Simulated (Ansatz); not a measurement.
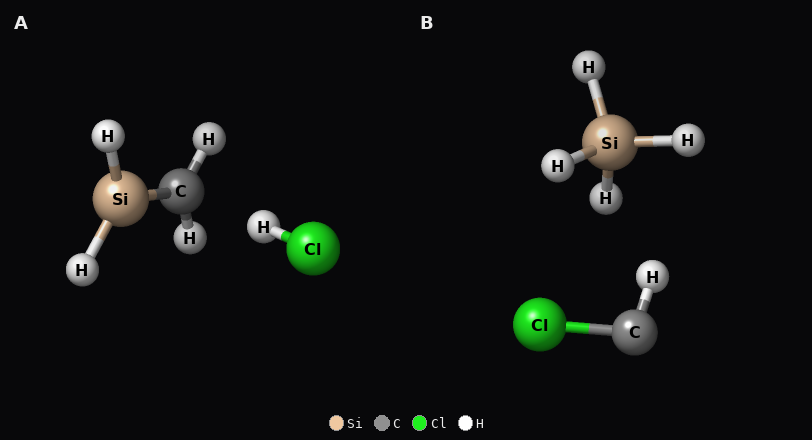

2 stationary structures of one formula. Geometries: PBE-D4/def2-SVP. Electronic energies: PBE-D4/def2-SVP (Ansatz 0.2.0), without zero-point energy. No frequency run is at hand to confirm each as a minimum. Each is one conformer, not always the lowest.

> Which structure is the most stable?

A is lowest (Cs); B lies 69.8 kcal/mol above it (C1).
